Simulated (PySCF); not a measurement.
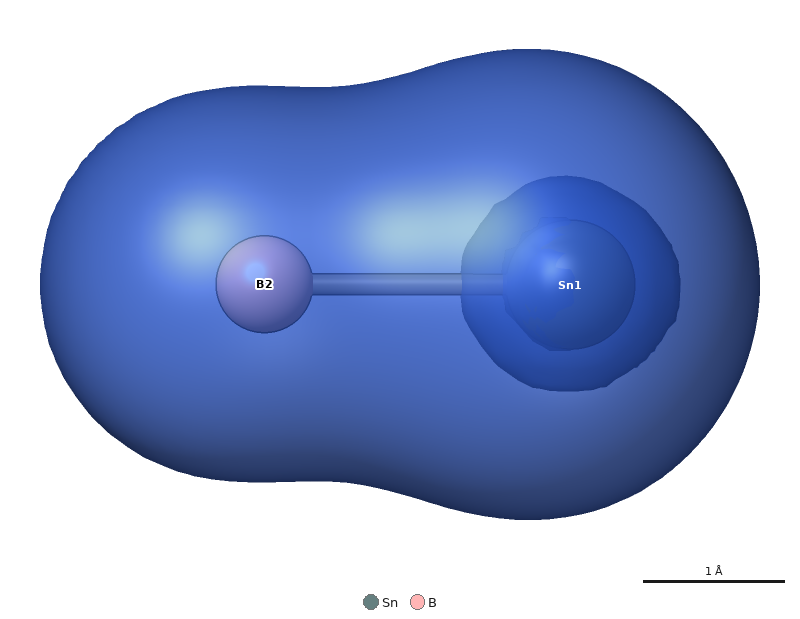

*SnB (quartet). Isosurfaces of the spin density (α minus β) at +0.03 (blue) and −0.03 e/Å³ (red), seen from one side.*

Core potentials replace the inner electrons of Sn.

These are results of PBE0/def2-SVP, non-relativistic Hamiltonian with scalar-relativistic core potentials where named, at a bond length of 2.187 Å (PySCF), not measurements.

> Which atoms carry the spin?

The unpaired spin (3 electrons) lies mostly on B2 (about 1.6) and Sn1 (about 1.4), in electrons by Hirshfeld's partition. Only one sign reaches the isovalue.
